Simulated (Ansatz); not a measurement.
# Geometry relaxation of GeH2Cl3OF (part 2 of 2)

GeH2Cl3OF; RKS PBE-D4/def2-SVP (Ansatz 0.2.0). The input holds or restrains some coordinates. Forces given for the steps count only the free coordinates. It belongs to a series of runs on one base structure; here: pulled along the bonds that form and break, towards end B.

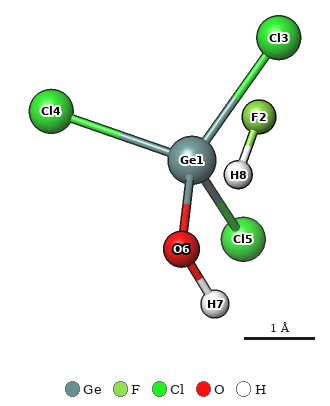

*The geometry at step 12 of the log (ball-and-stick view, seen at an oblique angle; atoms are numbered from 1 in the order of the input).*

## Trajectory as extended XYZ, continued
```
8
Properties=species:S:1:pos:R:3:forces:R:3 step=6 energy=-98835.04193
Ge   -0.4829    0.0511   -0.4850    0.3307  -0.0632  -0.0544
F    -0.0067   -0.0464    2.3472   -0.9696   0.0861   0.0724
Cl    1.7004   -0.0206   -0.4865   -0.2800  -0.0213   0.3774
Cl   -0.7064    2.1066   -1.1626   -0.0349  -0.2576  -0.2982
Cl   -0.8091   -2.0158   -1.2131   -0.0590   0.3365  -0.3547
O    -1.9831    0.0672    0.4984   -0.0245   0.1069   0.5944
H    -2.4128   -0.7999    0.3474    0.0691  -0.1461   0.0814
H    -0.9609    0.0281    2.4456    0.9683  -0.0413  -0.4184
8
Properties=species:S:1:pos:R:3:forces:R:3 step=7 energy=-98835.25994
Ge   -0.5070    0.0572   -0.4795    0.4281  -0.1057  -0.4096
F     0.0220   -0.0469    2.3504   -0.4428   0.0397   0.0878
Cl    1.6636   -0.0345   -0.3094   -0.3090  -0.0159   0.2940
Cl   -0.7144    2.0597   -1.2967   -0.0606  -0.3271  -0.1733
Cl   -0.8466   -1.9348   -1.3847   -0.0355   0.4490  -0.1717
O    -1.9885    0.0676    0.5214   -0.1792  -0.4614   0.6053
H    -2.3735   -0.8433    0.4429    0.2323   0.4148   0.0643
H    -0.9171    0.0455    2.4470    0.3666   0.0066  -0.2967
8
Properties=species:S:1:pos:R:3:forces:R:3 step=8 energy=-98835.42455
Ge   -0.5140    0.0495   -0.4765    0.2859  -0.0821  -0.5208
F     0.0386   -0.0399    2.3554   -0.0901   0.0122   0.2090
Cl    1.6257   -0.0548   -0.1720   -0.1664  -0.0092   0.2006
Cl   -0.7376    1.9797   -1.4167   -0.0425  -0.1572  -0.1127
Cl   -0.8689   -1.8263   -1.5511   -0.0392   0.2466  -0.1148
O    -1.9638    0.0484    0.5652   -0.1457  -0.3775   0.5758
H    -2.3552   -0.8578    0.5012    0.1906   0.3410   0.0213
H    -0.8863    0.0716    2.4858    0.0074   0.0262  -0.2584
8
Properties=species:S:1:pos:R:3:forces:R:3 step=9 energy=-98835.50363
Ge   -0.5191    0.0352   -0.4813    0.1893  -0.0575  -0.6009
F     0.0545   -0.0126    2.3558    0.3415  -0.0189   0.3521
Cl    1.5866   -0.0764   -0.0324   -0.1099  -0.0319  -0.0312
Cl   -0.7608    1.9058   -1.5196    0.0051  -0.0418  -0.0062
Cl   -0.9064   -1.7237   -1.7126    0.0234   0.1350   0.0165
O    -1.9242    0.0135    0.6157   -0.0877  -0.1450   0.4491
H    -2.3398   -0.8726    0.5302    0.0657   0.1021  -0.0039
H    -0.8523    0.1012    2.5357   -0.4275   0.0580  -0.1754
8
Properties=species:S:1:pos:R:3:forces:R:3 step=10 energy=-98835.53543
Ge   -0.5233    0.0120   -0.4726    0.1099  -0.0851  -0.6255
F     0.0588    0.1341    2.3633    0.4238   0.1030   0.3248
Cl    1.5664   -0.1932   -0.0215   -0.0018  -0.0357  -0.0091
Cl   -0.7451    1.9140   -1.4548    0.0054  -0.0188   0.0826
Cl   -0.9392   -1.6462   -1.8250   -0.0043   0.0693   0.0017
O    -1.9017   -0.0929    0.6510   -0.0789  -0.0893   0.3757
H    -2.3306   -0.9602    0.4860    0.0300   0.0736   0.0072
H    -0.8468    0.2027    2.5648   -0.4842  -0.0169  -0.1573
8
Properties=species:S:1:pos:R:3:forces:R:3 step=11 energy=-98835.54626 accepted=F
Ge   -0.5229   -0.0159   -0.4755    0.1843   0.0653  -0.6019
F     0.0630    0.3259    2.3459   -1.3133  -0.1582   0.7090
Cl    1.5645   -0.2527   -0.0205   -0.0492  -0.1058  -0.0062
Cl   -0.7215    1.9182   -1.3978    0.0020  -0.0411   0.0623
Cl   -0.9632   -1.6268   -1.8804    0.0059   0.1025   0.0558
O    -1.8914   -0.1266    0.6580   -0.0894  -0.2584   0.4312
H    -2.3351   -0.9836    0.4785    0.0009   0.0811  -0.0139
H    -0.8548    0.1318    2.5833    1.2587   0.3146  -0.6364
8
Properties=species:S:1:pos:R:3:forces:R:3 step=12 energy=-98835.55573
Ge   -0.5219   -0.0089   -0.4735    0.1462   0.0337  -0.5933
F     0.0597    0.2275    2.3540    0.0820   0.1408   0.3786
Cl    1.5666   -0.2273   -0.0213   -0.0156  -0.0846  -0.0095
Cl   -0.7343    1.9155   -1.4116    0.0072  -0.0148   0.0584
Cl   -0.9530   -1.6322   -1.8605   -0.0003   0.0576   0.0104
O    -1.8951   -0.1165    0.6546   -0.0743  -0.1508   0.4073
H    -2.3321   -0.9770    0.4813   -0.0082   0.0397  -0.0018
H    -0.8514    0.1892    2.5684   -0.1370  -0.0217  -0.2500
8
Properties=species:S:1:pos:R:3:forces:R:3 step=13 energy=-98835.58854
Ge   -0.5224   -0.0264   -0.4702    0.1496   0.0079  -0.5690
F     0.0610    0.3271    2.3451   -0.1776   0.1593   0.3858
Cl    1.5595   -0.3008   -0.0158   -0.0382  -0.0844  -0.0116
Cl   -0.7257    1.9276   -1.3452    0.0205  -0.0261   0.0722
Cl   -0.9717   -1.5958   -1.9163    0.0026   0.0842   0.0262
O    -1.8839   -0.1772    0.6667   -0.0569  -0.1522   0.4059
H    -2.3273   -1.0274    0.4624   -0.0115   0.0367  -0.0004
H    -0.8510    0.2432    2.5648    0.1116  -0.0254  -0.3091
8
Properties=species:S:1:pos:R:3:forces:R:3 step=14 energy=-98835.62958
Ge   -0.5256   -0.0366   -0.4643    0.1650  -0.0452  -0.5248
F     0.0563    0.4725    2.3290   -0.5493   0.0384   0.4034
Cl    1.5461   -0.3793   -0.0064   -0.0594  -0.0621   0.0106
Cl   -0.7114    1.9391   -1.2898    0.0220  -0.0397   0.0908
Cl   -0.9868   -1.5589   -1.9580   -0.0138   0.0964   0.0111
O    -1.8726   -0.2390    0.6821   -0.0342  -0.1548   0.4317
H    -2.3334   -1.0689    0.4351    0.0129   0.0586  -0.0085
H    -0.8343    0.2414    2.5638    0.4568   0.1082  -0.4143
8
Properties=species:S:1:pos:R:3:forces:R:3 step=15 energy=-98835.71968
Ge   -0.5287   -0.0823   -0.4607    0.1430  -0.0534  -0.2831
F     0.0454    0.6649    2.2752   -0.3241   0.1116   0.2270
Cl    1.5112   -0.5355    0.0277   -0.0203  -0.0685  -0.0292
Cl   -0.6889    1.9542   -1.1150    0.0190  -0.0310   0.0423
Cl   -1.0326   -1.4608   -2.0724   -0.0095   0.1119   0.0033
O    -1.8232   -0.3973    0.7222    0.0842   0.0279   0.3480
H    -2.3180   -1.1732    0.3938   -0.0880  -0.0781  -0.0071
H    -0.8268    0.4003    2.5206    0.1957  -0.0204  -0.3012
8
Properties=species:S:1:pos:R:3:forces:R:3 step=16 energy=-98835.76833
Ge   -0.5145   -0.1197   -0.4415    0.0383   0.1035  -0.3442
F    -0.0167    0.8453    2.2355   -0.2324  -0.0216   0.1319
Cl    1.5124   -0.6356    0.0244   -0.0183  -0.0551   0.0575
Cl   -0.6668    1.9333   -1.0433    0.0468  -0.0040   0.0706
Cl   -1.0667   -1.3679   -2.1383    0.0054   0.0232   0.0307
O    -1.7864   -0.4825    0.7508    0.0362  -0.1089   0.3107
H    -2.3166   -1.2191    0.3810   -0.0096   0.0277   0.0470
H    -0.8063    0.4164    2.5227    0.1336   0.0352  -0.3042
8
Properties=species:S:1:pos:R:3:forces:R:3 step=17 energy=-98835.80031
Ge   -0.5288   -0.1580   -0.4512    0.1662   0.0917  -0.2313
F    -0.0829    1.0114    2.1459    0.3199   0.2543  -0.0690
Cl    1.4578   -0.7902    0.0472    0.0338  -0.0141   0.0143
Cl   -0.6191    1.9358   -0.9020   -0.0042  -0.0219   0.0337
Cl   -1.0676   -1.2213   -2.2684   -0.0605  -0.0037   0.1186
O    -1.7181   -0.6043    0.7938   -0.0263   0.0725   0.2748
H    -2.2890   -1.3271    0.4721   -0.0411  -0.0627  -0.0802
H    -0.8137    0.5240    2.4539   -0.3878  -0.3161  -0.0610
```

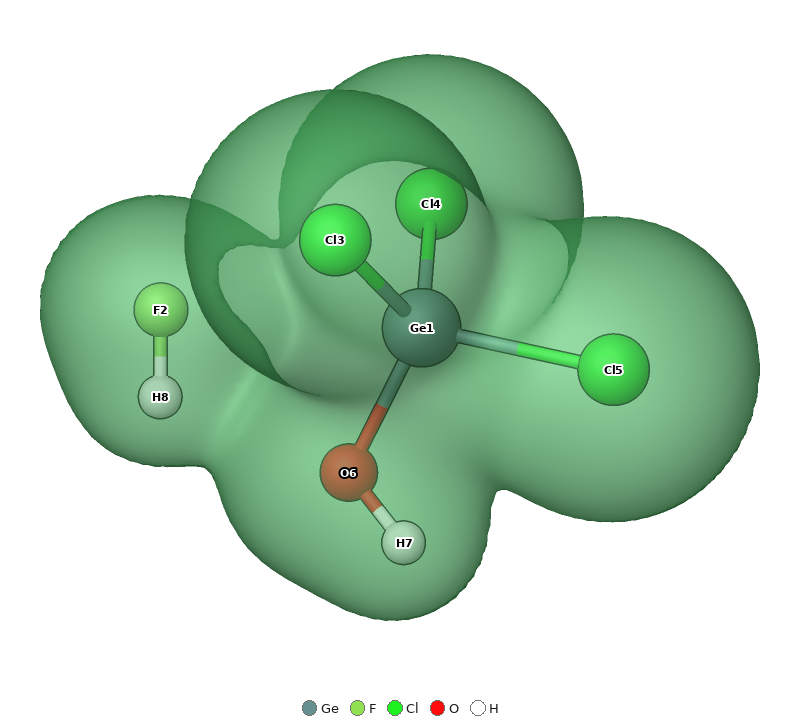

*Isosurface of the total electron density at 0.05 e/Å³ (green), seen at a tilt.*

At this value the surface is in one piece. On the grid the lowest density along these lines, outside the cores, is 0.09 e/Å³ (Ge···F, 2.88 Å), 0.94 e/Å³ (Ge–O, 1.78 Å), 0.7 e/Å³ (Ge–Cl, 2.14 Å) and 2.3 e/Å³ (F–H, 0.93 Å).

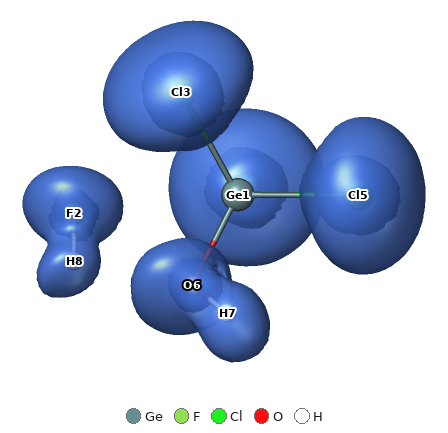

*Isosurface of the electron localisation function at 0.75 (blue), seen at a tilt. Only the valence region is drawn (cores and ρ < 0.01 e/Å³ removed).*

Values along the shortest contacts: Ge1···F2 (2.88 Å): the ELF is only about 0.05 between them. Ge–O (1.78 Å): the ELF peaks at about 0.85 in the valence shell of O, 0.6 Å from its nucleus, and is about 0.35 at the midpoint.

This output came from the following input.

## The input
```yaml
crystal:
  periodic: [false, false, false]
  atoms:
    - { symbol: Ge, position_ang: [0.0, 0.0, 0.0] }
    - { symbol: F, position_ang: [0.0, 0.0, 2.03] }
    - { symbol: Cl, position_ang: [2.0935, 0.0, -0.7393] }
    - { symbol: Cl, position_ang: [-1.0456, 1.8115, -0.7393] }
    - { symbol: Cl, position_ang: [-1.0456, -1.8115, -0.7393] }
    - { symbol: O, position_ang: [-1.9644, 0.0, 0.6527] }
    - { symbol: H, position_ang: [-2.5095, -0.6297, 0.0813] }
    - { symbol: H, position_ang: [-1.1899, 0.0, 1.7453] }
basis:
  gaussian: { orbitals: def2-SVP }
hamiltonian:
  xc: pbe
  dispersion: d4
relax:
  f_tol: 0.15
  max_steps: 25
  restrain:
    - { distance: [0, 5], at: 1.77, k: 30.0 }
    - { distance: [7, 1], at: 0.92, k: 30.0 }
    - { distance: [0, 1], at: 2.88, k: 30.0 }
    - { distance: [7, 5], at: 2.21, k: 30.0 }
output:
  orbitals: {}
```

Command:
```bash
ansatz run input.yaml --threads 4 --pin off --max-ram 5120MiB --backend cpu --events-out ev --progress --plain --runs-dir out
```

## Key numbers

| quantity | value |
| --- | --- |
| outcome | converged under the restraints of the input |
| total energy | −98835.8003 eV |
| mean-field energy | −98835.5168 eV |
| largest force (length of the vector) at the end, held atoms and coordinates included | 0.504 eV/Å |
| hardware | 4 threads of Arm Neoverse V2, 24 GiB of memory available, shared host |
| wall time | 28 s (CPU time 1.7 min) |
| peak memory | 0.2 GiB |
